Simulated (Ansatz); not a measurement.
The calculation's input:

```
crystal:
  periodic: [false, false, false]
  atoms:
    - { symbol: C, position_ang: [-0.0887, 0.91, -0.1498] }
    - { symbol: Al, position_ang: [0.2016, -0.9719, 0.2186] }
    - { symbol: F, position_ang: [1.5311, -1.4431, 1.2877] }
    - { symbol: Cl, position_ang: [-1.0092, -2.509, -0.6902] }
    - { symbol: H, position_ang: [-1.0061, 1.0397, -0.8602] }
    - { symbol: H, position_ang: [-0.3518, 1.5029, 0.7866] }
    - { symbol: H, position_ang: [0.7843, 1.4034, -0.6384] }
magnetization:
  spin_polarized: true
basis:
  gaussian: { orbitals: cc-pVDZ }
hamiltonian:
  xc: pbe0
  dispersion: d4
relax:
  f_tol: 0.02
  max_steps: 50
output:
  orbitals: {}
```

Run with:

```sh
ansatz run input.yaml --threads 2 --pin off --max-ram 3072MiB --backend cpu --events-out ev --progress --plain --runs-dir out
```

The fields are those of the run's last geometry, not of the input's.

Level of theory: Ansatz, UKS PBE0-D4/cc-pVDZ.

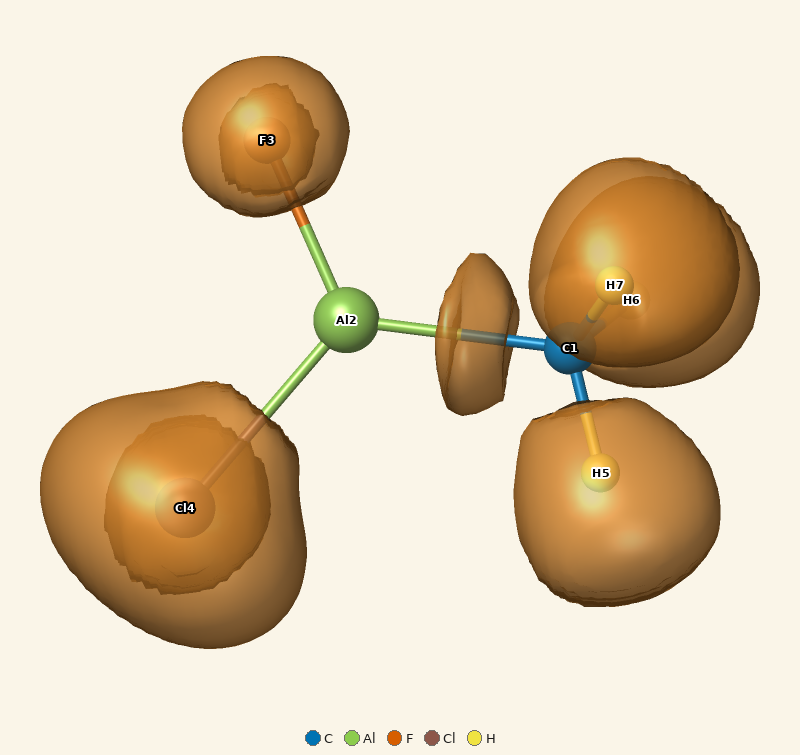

CH$_{3}$AlClF. Isosurface of the electron localisation function at 0.8 (orange), seen across its widest extent. Only the valence region is drawn (cores and ρ < 0.01 e/Å³ removed).

**Identify the bonds, lone pairs and shells in this picture.**

At this value the surface marks out one region between bonded Al–C atoms (shared pairs), three regions around hydrogen nuclei, one region on Cl in which the atom's valence shell and bonds are merged and one region wrapped around F (its valence shell).

Values along the shortest contacts:
Al–F (1.69 Å): the ELF peaks at about 0.85 in the valence shell of F, 0.5 Å from its nucleus, and is about 0.25 at the midpoint. C–Al (1.94 Å): the ELF peaks at about 0.95 between the atoms; a polar covalent bond.
